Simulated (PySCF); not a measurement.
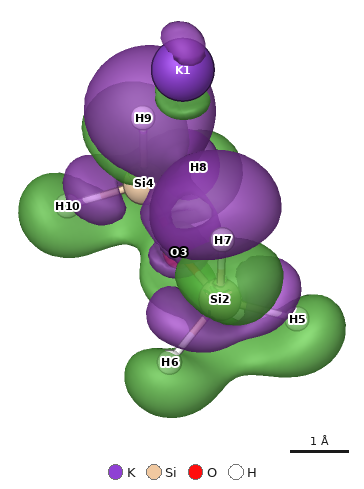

H₆KOSi₂, charge +1, SMILES `[K+].[SiH3]O[SiH3]`. Density of the complex less the densities of the two fragments at the same geometry, ±0.004 e/Å³ (purple: gain, green: loss). Fragment A: K(+1) (atom 1); fragment B: Si2H6O.

Computed with PySCF, BP86/def2-SVPD, geometry: GFN2-xTB. GFN2-xTB bond lengths at metals and heavier atoms can be off by up to 0.1 Å and shapes distorted, which carries into these values.

Input script:

```python
import numpy as np
from pyscf import gto, scf, dft
from pyscf.scf import atom_ks, atom_hf
from scipy.linalg import block_diag
from pyscf.dispersion import dftd3

def solve(mol, dm0=None, hcore=None):
    mf = (dft.UKS if mol.spin else dft.RKS)(mol, xc='bp86')
    mf.grids.level = 3
    mf = mf.density_fit(auxbasis='def2-universal-jkfit')
    mf.conv_tol, mf.max_cycle = 1e-8, 80
    if hcore is not None:
        mf.get_hcore = lambda *args: hcore
    mf.kernel(dm0)
    if not mf.converged:
        mf = mf.newton().run(mf.mo_coeff, mf.mo_occ, max_cycle=30)
    assert mf.converged, 'SCF not converged'
    return mf

mol = gto.M(atom='''
K     -2.91362     0.00417    -0.00111
Si     1.28565    -1.59971     0.00866
O      1.54178     0.00070    -0.04251
Si     1.29745     1.59452     0.00870
H      1.82067    -2.09609     1.26492
H      1.83258    -2.15850    -1.21505
H     -0.24455    -1.67847     0.00916
H      1.83613     2.08689     1.26498
H     -0.23212     1.68458     0.00921
H      1.84850     2.14929    -1.21499
''', basis='def2-svpd', charge=1, spin=0, verbose=4)
mol_a = gto.M(atom='''
K     -2.91362     0.00417    -0.00111
ghost-Si     1.28565    -1.59971     0.00866
ghost-O      1.54178     0.00070    -0.04251
ghost-Si     1.29745     1.59452     0.00870
ghost-H      1.82067    -2.09609     1.26492
ghost-H      1.83258    -2.15850    -1.21505
ghost-H     -0.24455    -1.67847     0.00916
ghost-H      1.83613     2.08689     1.26498
ghost-H     -0.23212     1.68458     0.00921
ghost-H      1.84850     2.14929    -1.21499
''', basis='def2-svpd', charge=1, spin=0, verbose=4)
mol_b = gto.M(atom='''
ghost-K     -2.91362     0.00417    -0.00111
Si     1.28565    -1.59971     0.00866
O      1.54178     0.00070    -0.04251
Si     1.29745     1.59452     0.00870
H      1.82067    -2.09609     1.26492
H      1.83258    -2.15850    -1.21505
H     -0.24455    -1.67847     0.00916
H      1.83613     2.08689     1.26498
H     -0.23212     1.68458     0.00921
H      1.84850     2.14929    -1.21499
''', basis='def2-svpd', charge=0, spin=0, verbose=4)
ab, a, b = solve(mol), solve(mol_a), solve(mol_b)
e_int = ab.e_tot - a.e_tot - b.e_tot
print('counterpoise-corrected interaction energy / kcal/mol', e_int * 627.5095)
def disp(atoms, charge):
    m = gto.M(atom=atoms, charge=charge, basis='sto-3g', spin=None, unit='Bohr', verbose=0)
    return dftd3.DFTD3Dispersion(m, xc='bp86', version='d3bj').get_dispersion()['energy']
e_disp = disp(mol._atom, mol.charge) - disp(mol._atom[:1], mol_a.charge) - disp(mol._atom[1:], mol_b.charge)
print('D3(BJ) part / kcal/mol', e_disp * 627.5095)
# spherically averaged free atoms, for the promolecule
atm = atom_ks.get_atm_nrks(mol, xc='bp86')
pro = block_diag(*[(atm[a[0]][2] * atm[a[0]][3]) @ atm[a[0]][2].T for a in mol._atom])
np.savez('result.npz', e_int=e_int, e_disp=e_disp, dm_a=a.make_rdm1(), dm_b=b.make_rdm1(), c=ab.mo_coeff, occ=ab.mo_occ, eps=ab.mo_energy, pro=pro, d=[f.dip_moment(verbose=0) for f in (ab, a, b)])
```

Command:

```sh
OMP_NUM_THREADS=1 python input.py
```

The run took 100 s on 1 thread of Intel(R) Xeon(R) Processor @ 2.50GHz (Skylake/Cascade Lake), on a shared host, peak memory 0.55 GiB.

Partitions, critical points and surface values were worked out afterwards from this run's density.

Question: How is the density rearranged on binding?

Answer: Hirshfeld charges show 0.038 e passing from B to A. By Hirshfeld charges, electrons gather most on H7 and H9 alike (−0.043 e) and leave Si2 and Si4 alike most (+0.020 e); 0.24 e is displaced in all.

Question: What is the interaction energy, and which contacts carry it?

Answer: The counterpoise-corrected interaction energy of the frozen fragments is −7.7 kcal/mol without dispersion correction and −13.4 kcal/mol with D3(BJ). D3 uses neutral-atom coefficients and tends to overbind metal cations. The pair geometry is semi-empirical, not a minimum at this level. Contacts: K1···H7, 3.15 Å, ρ = 0.003 a.u.; K1···H9, 3.17 Å, ρ = 0.003 a.u. The pose is a local one from a semi-empirical search, not shown to be the most stable.
